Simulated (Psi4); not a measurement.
# AlH3F− (SMILES [H][Al-]([H])([H])[F]) at CCSD(T)/6-31G(d,p) (Cartesian functions)

What is the energy difference between two shapes of AlH3F− at CCSD(T)/6-31G** (Cartesian functions)? 

The results are computed with Psi4 1.11.

3 further runs of the same task are left out: 3 set aside as unsound or not needed.

## Step 1: Starting point

AlH3F− has 5 atoms, charge -1, and is taken as a singlet. SMILES: `[H][Al-]([H])([H])[F]`. Geometry: a GFN2-xTB relaxation, a rough one for these elements and not checked as a minimum.

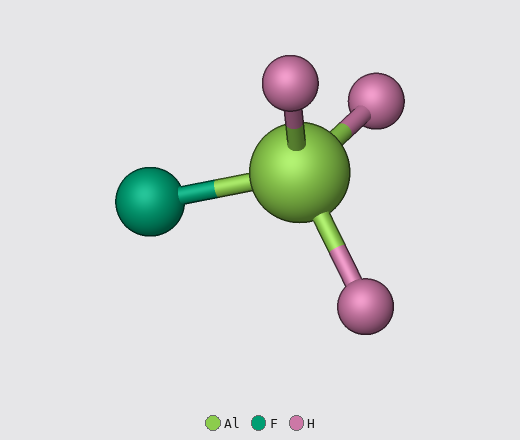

The structure, seen from a chosen angle (aluminium green, fluorine teal, hydrogen pink).

## Step 2: The energy at CCSD(T)/6-31G(d,p) (Cartesian functions)

Contents of calc.inp:

```
memory 1600 mb

molecule molecule1 {
  -1 1
  Al
  F 1 R2
  H 1 R3 2 A3
  H 1 R4 3 A4 2 D4
  H 1 R5 3 A5 4 D5

  R2 = 1.695635
  R3 = 1.614109
  A3 = 108.12082
  R4 = 1.614615
  A4 = 110.72353
  D4 = 118.31654
  R5 = 1.614044
  A5 = 110.76822
  D5 = 123.34711
  units angstrom
}

set {
  basis       6-31G**
  scf_type    pk
  freeze_core true
}

energy_value, wavefunction = energy("ccsd(t)", return_wfn=True)
```

Command:

```console
$ psi4 -n 1 calc.inp calc.out
```

calc.out:

```text
[...]
  Running in c1 symmetry.
[...]
  Nuclear repulsion =   55.225959031597434
[...]
  Multiplicity = 1
[...]
  Nalpha       = 13
  Nbeta        = 13
[...]
    Number of basis functions: 49
[...]
   @RHF iter   1:  -343.11226349044063   -1.02405e+00   7.56992e-03 DIIS/ADIIS
[...]
   @RHF iter   9:  -343.16531300830076   -1.05729e-11   7.48326e-09 DIIS
[...]
    Orbital Energies [Eh]
    ---------------------
    Doubly Occupied:
       1A    -58.210202     2A    -26.002570     3A     -4.633163
       4A     -2.948464     5A     -2.947516     6A     -2.947513
       7A     -1.280707     8A     -0.427690     9A     -0.373121
      10A     -0.373116    11A     -0.303033    12A     -0.189459
      13A     -0.189330
[...]
  @RHF Final Energy:  -343.16531300830076
   => Energetics <=
    Nuclear Repulsion Energy =             55.2259590315974336
    One-Electron Energy =                -595.1307756692822295
    Two-Electron Energy =                 196.7395036293840747
    Total Energy =                       -343.1653130083006999
[...]
 Multipole Moments:
 ------------------------------------------------------------------------------------
     Multipole            Electronic (a.u.)      Nuclear  (a.u.)        Total (a.u.)
 ------------------------------------------------------------------------------------
 L = 1.  Multiply by 2.5417464519 to convert [e a0] to [Debye]
 Dipole X            :          0.0021960           -0.0010194            0.0011766
 Dipole Y            :         -0.0027917            0.0013994           -0.0013923
 Dipole Z            :          4.3217398           -3.6030236            0.7187162
 Magnitude           :                                                    0.7187185
[...]
      * MP2 total energy                      = -343.424396784875228
[...]
      * CCSD total energy                     = -343.444115583655048
[...]
      * CCSD(T) total energy                  = -343.447829737278596
[...]
```

Wall time 7.5 s (1 thread of Intel Xeon Platinum 8259CL at 2.50GHz (Skylake/Cascade Lake), shared host); peak memory 0.22 GiB.

## Step 3: The distorted shape at the same level

Contents of job.in:

```
memory 1600 MB

molecule molecule1 {
  -1 1
  Al     0.045457     0.052833     0.025718
  F     -0.054172     0.067007     1.654600
  H      1.561938    -0.029981    -0.478996
  H     -0.738109     1.312626    -0.501814
  H     -0.724185    -1.357896    -0.621548
}

set globals {
  basis       6-31G**
  scf_type    pk
  freeze_core true
}

energy_value, wavefunction = energy('ccsd(t)', return_wfn=True)
print_variables()
```

Command:

```console
$ psi4 -i job.in -o job.out -n 1
```

job.out:

```text
[...]
  Running in c1 symmetry.
[...]
  Nuclear repulsion =   56.515482534490950
[...]
  Multiplicity = 1
[...]
  Nalpha       = 13
  Nbeta        = 13
[...]
    Number of basis functions: 49
[...]
   @RHF iter   1:  -343.10789618121674   -9.90863e-01   7.53663e-03 ADIIS/DIIS
[...]
   @RHF iter   9:  -343.16045439632211   -3.97904e-12   6.30234e-09 DIIS
[...]
    Orbital Energies [Eh]
    ---------------------
    Doubly Occupied:
       1A    -58.208722     2A    -26.017019     3A     -4.633167
       4A     -2.949226     5A     -2.947303     6A     -2.947149
       7A     -1.303585     8A     -0.446884     9A     -0.393020
      10A     -0.391815    11A     -0.302291    12A     -0.194531
      13A     -0.171860
[...]
  @RHF Final Energy:  -343.16045439632211
   => Energetics <=
    Nuclear Repulsion Energy =             56.5154825344909497
    One-Electron Energy =                -597.5387250562471309
    Two-Electron Energy =                 197.8627881254340366
    Total Energy =                       -343.1604543963221658
[...]
 Multipole Moments:
 ------------------------------------------------------------------------------------
     Multipole            Electronic (a.u.)      Nuclear  (a.u.)        Total (a.u.)
 ------------------------------------------------------------------------------------
 L = 1.  Multiply by 2.5417464519 to convert [e a0] to [Debye]
 Dipole X            :          0.0042003            0.0966376            0.1008379
 Dipole Y            :          0.4897765           -0.2331522            0.2566243
 Dipole Z            :          4.6305293           -3.6732304            0.9572989
 Magnitude           :                                                    0.9962156
[...]
      * MP2 total energy                      = -343.418181620415339
[...]
      * CCSD total energy                     = -343.438011071233632
[...]
      * CCSD(T) total energy                  = -343.441693379139167
[...]
```

It took 6.9 s on 1 thread of Intel Xeon Platinum 8259CL at 2.50GHz (Skylake/Cascade Lake), shared host; peak memory 0.22 GiB.

## Step 4: Outcome

Level: CCSD(T)/6-31G** (Cartesian functions), 6 core orbitals frozen.

| quantity | value |
| --- | --- |
| first shape: total energy | -343.44783 Eh |
| first shape: HOMO energy (Hartree–Fock orbitals) | -5.15 eV |
| first shape: LUMO energy (Hartree–Fock orbitals) | 8.37 eV |
| first shape: HOMO–LUMO gap (to an unbound level, set by the basis) | 13.53 eV |
| first shape: correlation energy (6 core orbitals frozen) | -282.5 mEh |
| first shape: (T) correction | -3.71 mEh |
| first shape: T1 diagnostic | 0.011 |
| distorted shape: total energy | -343.44169 Eh |
| distorted shape: HOMO energy (Hartree–Fock orbitals) | -4.68 eV |
| distorted shape: LUMO energy (Hartree–Fock orbitals) | 8.41 eV |
| distorted shape: HOMO–LUMO gap (to an unbound level, set by the basis) | 13.09 eV |
| distorted shape: correlation energy (6 core orbitals frozen) | -281.2 mEh |
| distorted shape: (T) correction | -3.68 mEh |
| distorted shape: T1 diagnostic | 0.011 |
| energy change with the atoms displaced | 0.167 eV |

What this shows: With the atoms displaced the energy rises by 0.17 eV (3.9 kcal/mol). The first shape isn't relaxed at this level, so the change isn't measured from a minimum. The triples (first shape) make up 1.3 % of the correlation energy. The triples (distorted shape) make up 1.3 % of the correlation energy.
